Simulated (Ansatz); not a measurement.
Where the default PAW files enter, the runs use the earlier of Ansatz's two default sets.

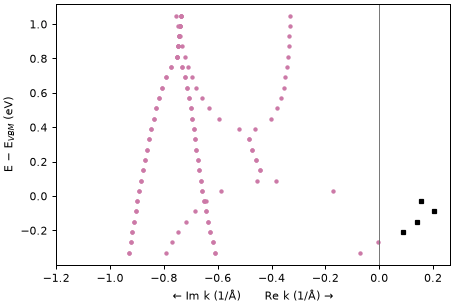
*Complex bands at the centre of the two-dimensional zone; Ansatz (a program for electronic structure) with r2SCAN*

The gap is the functional's own. No spin-orbit coupling. Mid-gap values are those at the computed energy nearest the middle.

Q: This is Te2Mo (P6_3/mmc, 6 atoms a cell, 24.2 Å³ an atom, 3 GPa at this level) along the normal of (001). Read off the slowest decay at the centre of the two-dimensional zone at 0.39 eV, the computed energy nearest the middle of the gap.

A: κ ≈ 0.46 1/Å, a decay length 1/(2κ) of the density of 1.1 Å.
